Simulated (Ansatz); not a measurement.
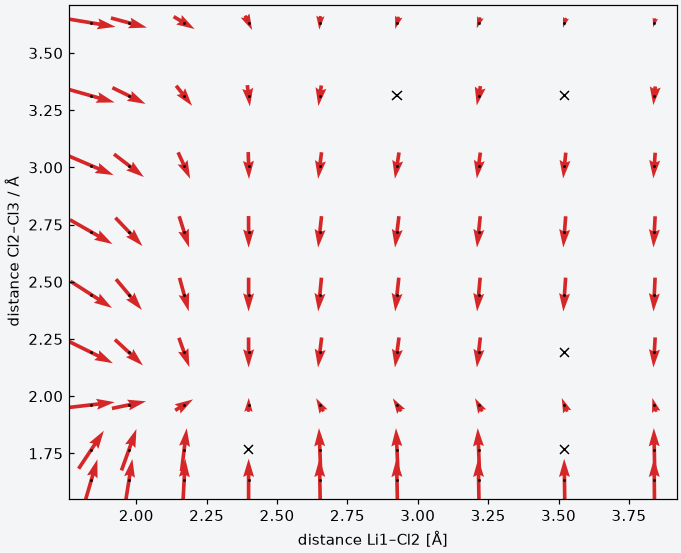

The system Li⁺ + Cl₂. 
- The first coordinate is: distance Li1–Cl2; the second: distance Cl2–Cl3.
- Nothing is relaxed (the angle Li1–Cl2–Cl3 is fixed at 120 degrees).
- The grid has 9 × 9 points. At 5 points there is no value.
- The restricted reference is unstable at some or all points, so the energies there are unreliable.
- The calculation used RHF-MP2, frozen core/def2-TZVPD (Ansatz).

The picture shows crosses at grid points without a value, dots at the grid points, arrows along the force (downhill), their lengths compressed.

The arrows alone are given. Where is the energy lowest?

Answer. The arrows converge at about distance Li1–Cl2 = 2.399 Å, distance Cl2–Cl3 = 1.992 Å (read from the interpolated surface).

The energy map of the same scan:

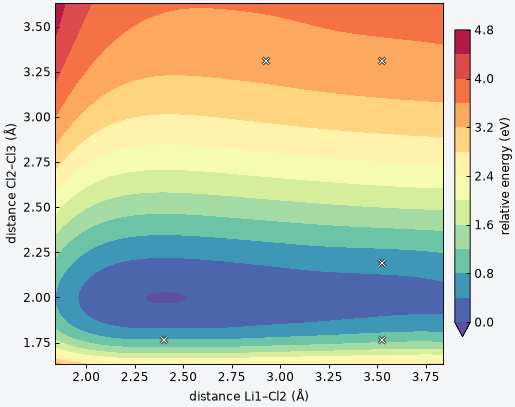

Energies are in eV, from the lowest grid point; between grid points the surface is interpolated.
